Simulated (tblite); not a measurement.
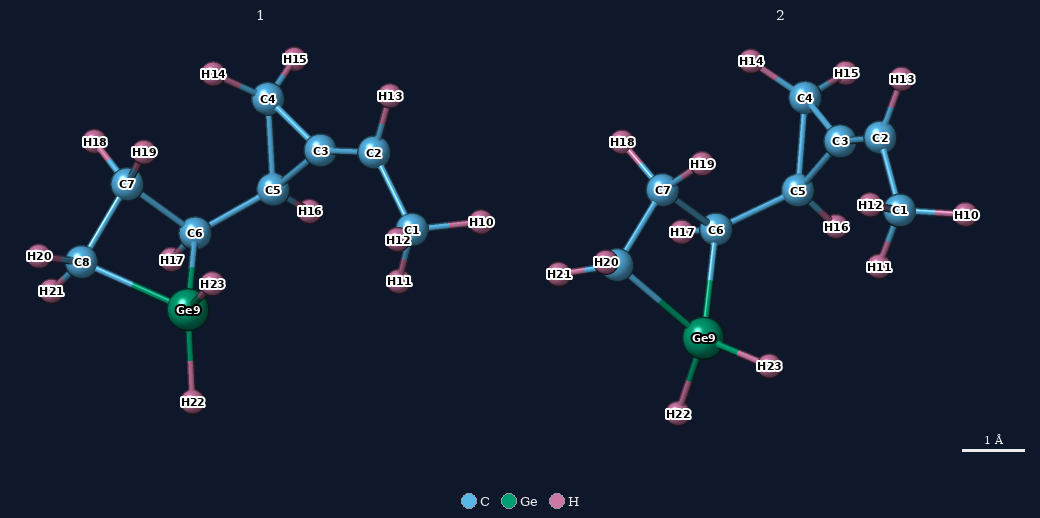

Two geometries of C8H14Ge, drawn at one scale. One is the start of a relaxation, the other its converged end. A ball-and-stick model, seen at a tilt.

These are results of GFN2-xTB geometry optimisation, gas phase in tblite, not measurements. 

Question: Which geometry has the lower energy?

Answer: Structure 2 is the relaxed one. The atom that moves furthest after the best rigid fit is H23 (1.84 Å). By element the largest moves are H 1.84 Å, Ge 0.78 Å, C 0.70 Å. Some distances before and after: C6–Ge9 1.898 → 2.011 Å, C7–H19 1.136 → 1.091 Å, C1–H10 1.134 → 1.090 Å, C6–C7 1.500 → 1.541 Å. Among the angles between lasting bonds that change: H22–Ge9–H23 117.5° → 106.2°, C6–C7–C8 90.8° → 101.7°, C8–Ge9–H23 109.6° → 116.7°. Groups turn about C5–C6 by about 35°. Over 171 geometry steps the energy falls by 104.7 kJ/mol.
